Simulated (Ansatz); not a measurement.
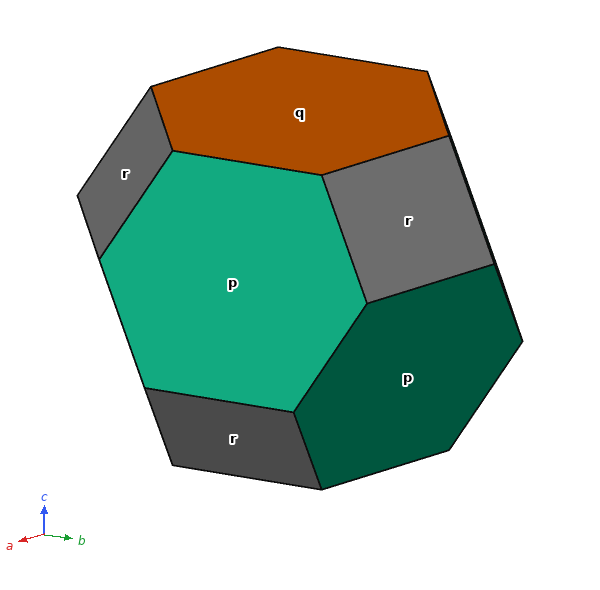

The shape was computed with the Donnay–Harker form of the Bravais–Friedel law: planes with larger spacing d grow more slowly and so show as larger faces; centring, glide planes and screw axes halve or divide d. Faces of one form share a colour. Cell of As: space group R-3m (No. 166), a = 3.782 Å, b = 3.782 Å, c = 10.104 Å, α = 90.00°, β = 90.00°, γ = 120.00°. Source: coordinates from a relaxation with DFT PBEsol, scalar-relativistic, plane waves, PAW (Ansatz 0.2.0). Forms under 0.4 % of the area are left out.

Index the forms that can be seen.

Answer. teal (p): {101} (d = 3.12 Å, 55 % of the area); orange (q): {003} (d = 3.37 Å, 23 % of the area); grey (r): {012} (d = 2.75 Å, 22 % of the area).
